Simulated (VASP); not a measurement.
# Sound and unsound inputs on Nb

Aim: change the input of a sound run on Nb piece by piece and see what each change does. All runs use PBE. The start is a cell from a database of measured crystal structures.

Main program and level: VASP 6.6.1; PBE; plane waves and PAW (Nb_sv).

## 1. Set-up

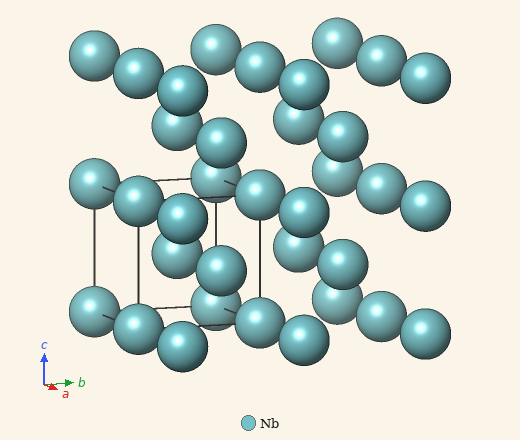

Start, viewed slightly off an axis; niobium teal. 2×2×2 cells are drawn. This picture shows the conventional cell, with its axes. Some periodic images of atoms are drawn too.

## 2. Reference run

A single point writes out density, ELF and potential. PBE, the usual starting point, adds the gradient of the density.

INCAR

```
SYSTEM = Nb
PREC = Accurate
ENCUT = 400
EDIFF = 1E-06
NELM = 100
ISMEAR = -1
SIGMA = 0.05
LREAL = .FALSE.
ALGO = Normal
GGA = PE
NBANDS = 12
LASPH = .TRUE.
LORBIT = 11
LWAVE = .FALSE.
LCHARG = .TRUE.
ISIF = 2
LELF = .TRUE.
LVHAR = .TRUE.
```

POSCAR

```
Nb
1.0
   -1.6506050000      1.6506050000      1.6506050000
    1.6506050000     -1.6506050000      1.6506050000
    1.6506050000      1.6506050000     -1.6506050000
Nb
1
Direct
    0.0000000000      0.0000000000      0.0000000000
```

KPOINTS

```
Automatic mesh
0
Gamma
9 9 9
0 0 0
```

PAW data sets: Nb_sv (PBE family, release 64).

Started as:

```console
mpirun -np 2 vasp_std
```

What it wrote:

```text
[banner, memory and clock lines left out]
running    2 mpi-ranks, on    1 nodes
 distrk:  each k-point on    2 cores,    1 groups
 distr:  one band on    1 cores,    2 groups

 POSCAR found type information on POSCAR Nb
 POSCAR found :  1 types and       1 ions
 LDA part: xc-table for (Slater+PW92), standard interpolation
 POSCAR, INCAR and KPOINTS ok, starting setup
 FFT: planning ... GRIDC
 FFT: planning ... GRID_SOFT
 FFT: planning ... GRID
 WAVECAR not read
 entering main loop
       N       E                     dE             d eps       ncg     rms          rms(c)
DAV:   1     0.948656661024E+02    0.94866E+02   -0.64190E+03   848   0.893E+02
DAV:   2    -0.694300342818E+01   -0.10181E+03   -0.98191E+02   936   0.333E+02
DAV:   3    -0.104768420848E+02   -0.35338E+01   -0.34100E+01  1188   0.543E+01
DAV:   4    -0.106397543194E+02   -0.16291E+00   -0.16230E+00  1136   0.107E+01
DAV:   5    -0.106463934196E+02   -0.66391E-02   -0.66381E-02  1220   0.176E+00    0.742E+00
DAV:   6    -0.102710664581E+02    0.37533E+00   -0.56717E-01  1336   0.915E+00    0.261E+00
DAV:   7    -0.102241849843E+02    0.46881E-01   -0.17974E-01  1380   0.510E+00    0.929E-01
DAV:   8    -0.102285942953E+02   -0.44093E-02   -0.10484E-02   996   0.133E+00    0.555E-02
DAV:   9    -0.102286338037E+02   -0.39508E-04   -0.73672E-04  1360   0.261E-01    0.339E-02
DAV:  10    -0.102286459623E+02   -0.12159E-04   -0.17786E-05  1020   0.545E-02    0.102E-02
DAV:  11    -0.102286384602E+02    0.75021E-05   -0.26512E-06  1032   0.244E-02    0.227E-03
DAV:  12    -0.102286384695E+02   -0.93776E-08   -0.92829E-08   624   0.390E-03
   1 F= -.10228638E+02 E0= -.10222688E+02  d E =-.119007E-01
```

Elapsed: 4.4 s, on 2 MPI ranks of Intel Xeon Platinum 8259CL at 2.50GHz (Skylake/Cascade Lake), shared host; peak memory 0.21 GiB.

Lines that name or quote the potential files are left out of all logs, and their timing lines are given in words.

OUTCAR, selected parts (step 2):

```text
ion  position               nearest neighbor table
   1  0.000  0.000  0.000-

  LATTYP: Found a body centered cubic cell.
 ALAT       =     3.3012100000

 Subroutine GETGRP returns: Found 48 space group operations
 (whereof 48 operations were pure point group operations)

The static configuration has the point symmetry O_h .

 Found     35 irreducible k-points:

   k-points           NKPTS =     35   k-points in BZ     NKDIM =     35   number of bands    NBANDS=     12

   dimension x,y,z NGX =    20 NGY =   20 NGZ =   20
   dimension x,y,z NGXF=    40 NGYF=   40 NGZF=   40

   ENCUT  =  400.0 eV  29.40 Ry    5.42 a.u.   4.66  4.66  4.66*2*pi/ulx,y,z

   NELECT =      13.0000    total number of electrons

 k-points in reciprocal lattice and weights: Automatic mesh
   0.00000000  0.00000000  0.00000000       0.001
   0.11111111  0.00000000  0.00000000       0.016
   0.22222222  0.00000000  0.00000000       0.016
   0.33333333  0.00000000  0.00000000       0.016
   0.44444444  0.00000000  0.00000000       0.016
   0.11111111  0.11111111  0.00000000       0.033
   0.22222222  0.11111111  0.00000000       0.066
   0.33333333  0.11111111  0.00000000       0.066
   0.44444444  0.11111111  0.00000000       0.033
[...]
-0.44444444 -0.44444444  0.33333333       0.011
  -0.44444444  0.44444444  0.44444444       0.008

 average (electrostatic) potential at core
       1 -76.7369

 E-fermi :  11.2086

 k-point     1 :       0.0000    0.0000    0.0000
  band No.  band energies     occupation
      1     -43.1523      2.00000
      2     -18.4526      2.00000
      3     -18.4526      2.00000
      4     -18.4526      2.00000
      5       5.2735      2.00000
      6      11.5725      0.00138
      7      11.5725      0.00138
      8      11.5725      0.00138
      9      14.4868      0.00000
     10      14.4868      0.00000
    ...

 k-point     2 :       0.1111    0.0000    0.0000
  band No.  band energies     occupation
      1     -43.1240      2.00000
      2     -18.6238      2.00000
      3     -18.5046      2.00000
      4     -18.4541      2.00000
      5       5.7688      2.00000
      6      11.2733      0.43031
      7      11.4766      0.00936
      8      12.0569      0.00000
      9      14.0951      0.00000
     10      14.4925      0.00000
    ...

 k-point     3 :       0.2222    0.0000    0.0000
  band No.  band energies     occupation
    ...
      3     -18.6343      2.00000
      4     -18.4582      2.00000
      5       6.9366      2.00000
      6      10.6074      1.99999
      7      11.1282      1.66620
      8      13.4345      0.00000
      9      13.9022      0.00000
     10      14.5872      0.00000
     11      25.8483      0.00000
     12      27.4215      0.00000

  Total        0.0216653      0.0216653      0.0216653     -0.0000000     -0.0000000     -0.0000000
  in kB        1.9296843      1.9296843      1.9296843     -0.0000000     -0.0000000     -0.0000000
  external PRESSURE =       1.9296843 kB  Pullay stress =       0.0000000 kB

  energy-cutoff  :      400.00
  volume of cell :       17.99
      direct lattice vectors                 reciprocal lattice vectors
    -1.650605000  1.650605000  1.650605000     0.000000000  0.302919233  0.302919233
     1.650605000 -1.650605000  1.650605000     0.302919233  0.000000000  0.302919233
     1.650605000  1.650605000 -1.650605000     0.302919233  0.302919233  0.000000000

 POSITION                                       TOTAL-FORCE (eV/Angst)
 -----------------------------------------------------------------------------------
      0.00000      0.00000      0.00000         0.000000      0.000000      0.000000
 -----------------------------------------------------------------------------------
    total drift:                                0.000000     -0.000000      0.000000

  FREE ENERGIE OF THE ION-ELECTRON SYSTEM (eV)
  ---------------------------------------------------
  free  energy   TOTEN  =       -10.2286384695 eV

  energy  without entropy=      -10.2167377277  energy(sigma->0) =      -10.22268810

 total charge
# of ion       s       p       d       tot
------------------------------------------
    1        2.218   5.998   2.525  10.741

[... 3 further parts left out ...]
```

This run has no spin polarisation. Its electron count is odd, so without a moment it is a metal by construction. The k-mesh is coarse for a metal.

This step gave:

| Quantity | Value |
| --- | --- |
| SCF cycles | 12 |
| electrons | 13 |
| bands | 12 |
| irreducible k-points | 35 |
| symmetry operations | 48 |
| free energy (TOTEN) | -10.23 eV |
| energy at zero smearing | -10.22 eV |
| Fermi energy | 11.21 eV |
| pressure | 0.1930 GPa |
| metallic | yes |

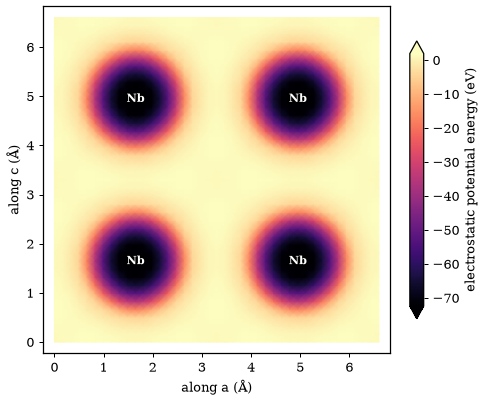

Electrostatic potential energy in the ac plane of the conventional cell at fractional y = 0.000, with atoms of Nb within 0.2 Å of it. With pseudopotentials it is smooth inside the atoms' cores, unlike the true potential. The map starts off the cell's origin, so that atoms lie inside it.

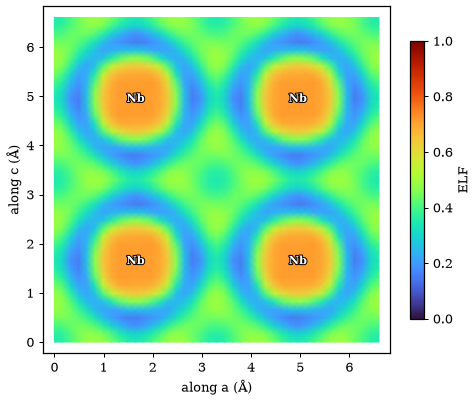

ELF in the ac plane of the conventional cell at fractional y = 0.000, with atoms of Nb within 0.2 Å of it. It is the smooth field of the valence electrons, not physical close to the nuclei. The map starts off the cell's origin, so that atoms lie inside it.

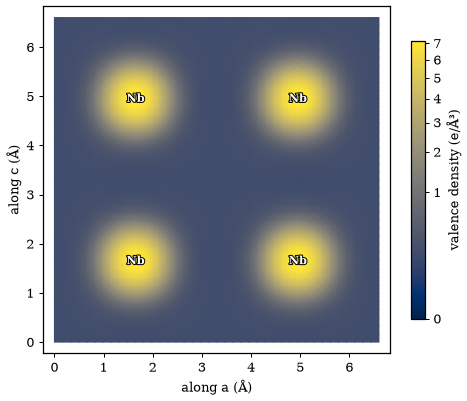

Valence density in the ac plane of the conventional cell at fractional y = 0.000, with atoms of Nb within 0.2 Å of it. It is the smooth field of the valence electrons, not physical close to the nuclei. The map starts off the cell's origin, so that atoms lie inside it. The colour scale is stretched toward low values.

The pressure is 0.19 GPa and the largest force 0.000 eV/Å.

## 3. Self-consistent run (PBE), changed input

A single point gives energy, forces and stress at these settings. Some settings are moved from the usual, to see what they do.

INCAR

```
SYSTEM = Nb
PREC = Accurate
ENCUT = 400
EDIFF = 1E-06
NELM = 100
ISMEAR = 1
SIGMA = 0.2
LREAL = .FALSE.
ALGO = Normal
GGA = PE
NBANDS = 12
LASPH = .TRUE.
LORBIT = 11
LWAVE = .FALSE.
LCHARG = .FALSE.
KPAR = 2
ISIF = 2
```

POSCAR is that of step 2.

KPOINTS is that of step 2.

Started as:

```console
mpirun -np 2 vasp_std
```

What it wrote:

```text
[banner, memory and clock lines left out]
running    2 mpi-ranks, on    1 nodes
 distrk:  each k-point on    1 cores,    2 groups
 distr:  one band on    1 cores,    1 groups

 POSCAR found type information on POSCAR Nb
 POSCAR found :  1 types and       1 ions
 LDA part: xc-table for (Slater+PW92), standard interpolation
 POSCAR, INCAR and KPOINTS ok, starting setup
 FFT: planning ... GRIDC
 FFT: planning ... GRID_SOFT
 FFT: planning ... GRID
 WAVECAR not read
 entering main loop
       N       E                     dE             d eps       ncg     rms          rms(c)
DAV:   1     0.948683569579E+02    0.94868E+02   -0.64190E+03   848   0.893E+02
DAV:   2    -0.693709336903E+01   -0.10181E+03   -0.98187E+02   936   0.333E+02
DAV:   3    -0.104712632700E+02   -0.35342E+01   -0.34099E+01  1188   0.543E+01
DAV:   4    -0.106342543490E+02   -0.16299E+00   -0.16238E+00  1136   0.107E+01
DAV:   5    -0.106409013817E+02   -0.66470E-02   -0.66460E-02  1220   0.177E+00    0.742E+00
DAV:   6    -0.102657736137E+02    0.37513E+00   -0.56652E-01  1336   0.915E+00    0.261E+00
DAV:   7    -0.102189369903E+02    0.46837E-01   -0.17960E-01  1380   0.510E+00    0.929E-01
DAV:   8    -0.102233480038E+02   -0.44110E-02   -0.10469E-02   996   0.132E+00    0.545E-02
DAV:   9    -0.102233889525E+02   -0.40949E-04   -0.73274E-04  1352   0.258E-01    0.337E-02
DAV:  10    -0.102234013568E+02   -0.12404E-04   -0.18152E-05  1020   0.551E-02    0.104E-02
DAV:  11    -0.102233938521E+02    0.75047E-05   -0.27187E-06  1040   0.247E-02    0.227E-03
DAV:  12    -0.102233938792E+02   -0.27165E-07   -0.94975E-08   624   0.396E-03
   1 F= -.10223394E+02 E0= -.10222865E+02  d E =-.158534E-02
```

It took 4 s on 2 MPI ranks; peak memory 0.23 GiB.

From OUTCAR (step 3):

```text
The static configuration has the point symmetry O_h .

 Found     35 irreducible k-points:

   NELECT =      13.0000    total number of electrons

 E-fermi :  11.2021

 k-point     1 :       0.0000    0.0000    0.0000
  band No.  band energies     occupation
      1     -43.1521      2.00000
      2     -18.4524      2.00000
      3     -18.4524      2.00000
      4     -18.4524      2.00000
      5       5.2736      2.00000
      6      11.5727     -0.02496
      7      11.5727     -0.02496
      8      11.5727     -0.02496
      9      14.4869     -0.00000
     10      14.4869     -0.00000
    ...

 k-point     2 :       0.1111    0.0000    0.0000
  band No.  band energies     occupation
      1     -43.1238      2.00000
      2     -18.6236      2.00000
      3     -18.5044      2.00000
      4     -18.4539      2.00000
      5       5.7688      2.00000
      6      11.2734      0.43665
      7      11.4767     -0.06542
      8      12.0570     -0.00000
      9      14.0953     -0.00000
     10      14.4926     -0.00000
    ...

  Total        0.0131234      0.0131234      0.0131234      0.0000000     -0.0000000     -0.0000000
  in kB        1.1688737      1.1688737      1.1688737      0.0000000     -0.0000000     -0.0000000
  external PRESSURE =       1.1688737 kB  Pullay stress =       0.0000000 kB

  FREE ENERGIE OF THE ION-ELECTRON SYSTEM (eV)
  ---------------------------------------------------
  free  energy   TOTEN  =       -10.2233938792 eV

  energy  without entropy=      -10.2218085372  energy(sigma->0) =      -10.22286543

[... 10 parts as in an earlier step ...]

[... 5 further parts left out ...]
```

Numbers from this step:

* free energy (TOTEN): -10.22 eV
* Fermi energy: 11.20 eV
* pressure: 0.1169 GPa

Against the reference run the energy at zero smearing moves by -0.18 meV an atom and the pressure by -0.08 GPa.

## 4. Total energy, forces and stress (PBE), changed input

This run is made with a changed input; what comes of it follows.

INCAR

```
SYSTEM = Nb
PREC = Accurate
ENCUT = 400
EDIFF = 1E-06
NELM = 64
ISMEAR = -1
SIGMA = 0.05
LREAL = .FALSE.
ALGO = Normal
GGA = PE
NBANDS = 5
LASPH = .TRUE.
LORBIT = 11
LWAVE = .FALSE.
LCHARG = .FALSE.
KPAR = 2
ISIF = 2
```

POSCAR is that of step 3.

KPOINTS is that of step 3.

Started as:

```console
mpirun -np 2 vasp_std
```

What it wrote:

```text
[banner, memory and clock lines left out]
running    2 mpi-ranks, on    1 nodes
[...]
LDA part: xc-table for (Slater+PW92), standard interpolation
|                                                                             |
|     EEEEEEE  RRRRRR   RRRRRR   OOOOOOO  RRRRRR      ###     ###     ###     |
|     E        R     R  R     R  O     O  R     R     ###     ###     ###     |
|     E        R     R  R     R  O     O  R     R     ###     ###     ###     |
|     EEEEE    RRRRRR   RRRRRR   O     O  RRRRRR       #       #       #      |
|     E        R   R    R   R    O     O  R   R                               |
|     E        R    R   R    R   O     O  R    R      ###     ###     ###     |
|     EEEEEEE  R     R  R     R  OOOOOOO  R     R     ###     ###     ###     |
|                                                                             |
|     The number of bands is not sufficient to hold all electrons. I am       |
|     sorry, but this calculation does not make sense. If you want to         |
|     calculate only selected states, you need to set either EFERMI or        |
|     EREF. EREF specifies around which energy states are supposed to be      |
|     calculated.                                                             |
|     I found NBANDS = 5, NELECT = 13.                                        |
|                                                                             |
|       ---->  I REFUSE TO CONTINUE WITH THIS SICK JOB ... BYE!!! <----       |
|                                                                             |

1
1
```

Wall time 2.8 s (2 MPI ranks).

VASP stopped before it finished a first electronic cycle.

VASP's message: “The number of bands is not sufficient to hold all electrons. I am sorry, but this calculation does not make sense. If you want to”. No number of this run is used.

The fault in the input: too few bands (NBANDS = 5). Raise NBANDS over half the electron count, with some empty bands.

## 5. A single point (PBE), changed input

A single point gives energy, forces and stress at these settings. Some settings are moved from the usual, to see what they do.

INCAR, as its differences from that of step 4:

```diff
@@ -3,4 +3,4 @@
 ENCUT = 400
-EDIFF = 1E-06
-NELM = 64
+EDIFF = 1E-08
+NELM = 100
 ISMEAR = -1
@@ -10,3 +10,3 @@
 GGA = PE
-NBANDS = 5
+NBANDS = 12
 LASPH = .TRUE.
```

POSCAR is that of step 4.

KPOINTS is that of step 4.

Started as:

```console
mpirun -np 2 vasp_std
```

What it wrote:

```text
[... set-up lines as in an earlier step ...]
 entering main loop
       N       E                     dE             d eps       ncg     rms          rms(c)
DAV:   1     0.948656661027E+02    0.94866E+02   -0.64190E+03   848   0.893E+02
DAV:   2    -0.694300342875E+01   -0.10181E+03   -0.98191E+02   936   0.333E+02
DAV:   3    -0.104768420846E+02   -0.35338E+01   -0.34100E+01  1188   0.543E+01
DAV:   4    -0.106397543177E+02   -0.16291E+00   -0.16230E+00  1136   0.107E+01
DAV:   5    -0.106463934176E+02   -0.66391E-02   -0.66381E-02  1220   0.176E+00    0.742E+00
DAV:   6    -0.102710664585E+02    0.37533E+00   -0.56717E-01  1336   0.915E+00    0.261E+00
DAV:   7    -0.102241849853E+02    0.46881E-01   -0.17974E-01  1380   0.510E+00    0.929E-01
DAV:   8    -0.102285942948E+02   -0.44093E-02   -0.10484E-02   996   0.133E+00    0.555E-02
DAV:   9    -0.102286338034E+02   -0.39509E-04   -0.73672E-04  1360   0.261E-01    0.339E-02
DAV:  10    -0.102286459620E+02   -0.12159E-04   -0.17786E-05  1020   0.545E-02    0.102E-02
DAV:  11    -0.102286384608E+02    0.75012E-05   -0.26583E-06  1060   0.244E-02    0.228E-03
DAV:  12    -0.102286384723E+02   -0.11512E-07   -0.12159E-07  1312   0.382E-03    0.119E-03
DAV:  13    -0.102286383732E+02    0.99126E-07   -0.75384E-09   724   0.115E-03    0.245E-04
DAV:  14    -0.102286383844E+02   -0.11222E-07   -0.14549E-09   580   0.560E-04    0.174E-04
DAV:  15    -0.102286383857E+02   -0.12778E-08   -0.31213E-10   512   0.219E-04
   1 F= -.10228638E+02 E0= -.10222688E+02  d E =-.119008E-01
```

It took 4.8 s on 2 MPI ranks; peak memory 0.23 GiB.

OUTCAR, selected parts (step 5):

```text
The static configuration has the point symmetry O_h .

 Found     35 irreducible k-points:

   NELECT =      13.0000    total number of electrons

 E-fermi :  11.2086

 k-point     1 :       0.0000    0.0000    0.0000
  band No.  band energies     occupation
      1     -43.1524      2.00000
      2     -18.4527      2.00000
      3     -18.4527      2.00000
      4     -18.4527      2.00000
      5       5.2736      2.00000
      6      11.5725      0.00138
      7      11.5725      0.00138
      8      11.5725      0.00138
      9      14.4868      0.00000
     10      14.4868      0.00000
    ...

 k-point     2 :       0.1111    0.0000    0.0000
  band No.  band energies     occupation
      1     -43.1241      2.00000
      2     -18.6239      2.00000
      3     -18.5047      2.00000
      4     -18.4542      2.00000
      5       5.7688      2.00000
      6      11.2733      0.43036
      7      11.4765      0.00936
      8      12.0569      0.00000
      9      14.0951      0.00000
     10      14.4924      0.00000
    ...

  Total        0.0218406      0.0218406      0.0218406      0.0000000      0.0000000      0.0000000
  in kB        1.9452943      1.9452943      1.9452943      0.0000000      0.0000000      0.0000000
  external PRESSURE =       1.9452943 kB  Pullay stress =       0.0000000 kB

 POSITION                                       TOTAL-FORCE (eV/Angst)
 -----------------------------------------------------------------------------------
      0.00000      0.00000      0.00000         0.000000     -0.000000     -0.000000
 -----------------------------------------------------------------------------------
    total drift:                                0.000000     -0.000000     -0.000000

  FREE ENERGIE OF THE ION-ELECTRON SYSTEM (eV)
  ---------------------------------------------------
  free  energy   TOTEN  =       -10.2286383857 eV

  energy  without entropy=      -10.2167376029  energy(sigma->0) =      -10.22268799

[... 9 parts as in an earlier step ...]

[... 5 further parts left out ...]
```

This step gave:

| Property | Result |
| --- | --- |
| SCF cycles | 15 |
| free energy (TOTEN) | -10.23 eV |
| Fermi energy | 11.21 eV |
| pressure | 0.1945 GPa |

Energy and pressure equal those of the reference run, within 0.01 meV an atom and 0.01 GPa.

The run ends at a pressure of 0.19 GPa.

(Continued in part 2 of 3.)

[Lines on the potential files, build, host, timing and source positions are cut from VASP's logs without a mark.]

[Logs are printed without paths, hosts, clocks, repeated set-up lines and the standing remarks that a program may print on its own settings, such as how far it seeks lower states.]

[Hosts, paths, dates, database ids (printed as entryN), source tags and the programs' standing remarks are cut or masked in the printed files.]

[A measured line is paired with the nearest computed mode of its activity, which favours agreement.]
